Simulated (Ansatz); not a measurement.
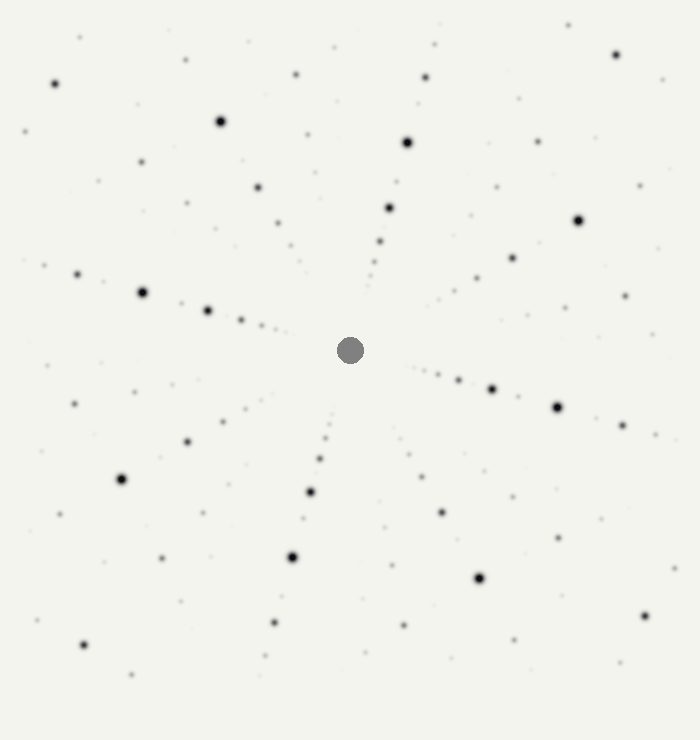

Simulated back-reflection Laue pattern (white X-rays, 0.45 to 2.2 Å, flat plate covering ±45° about the beam, kinematic intensities, seen from the source).

**Which symmetry elements lie along the beam?**

4mm: a fourfold axis with mirror lines.

The crystal is Pd, space group Fm-3m (No. 225), a = 3.912 Å. Structure: the input geometry of an electronic-structure calculation (not necessarily at equilibrium).

**Which direction points towards the source?**

[001] or one equivalent to it by a rotation of the Laue group. In Laue class m-3m no other family of directions with a member of indices 0 and ±1 has this symmetry.
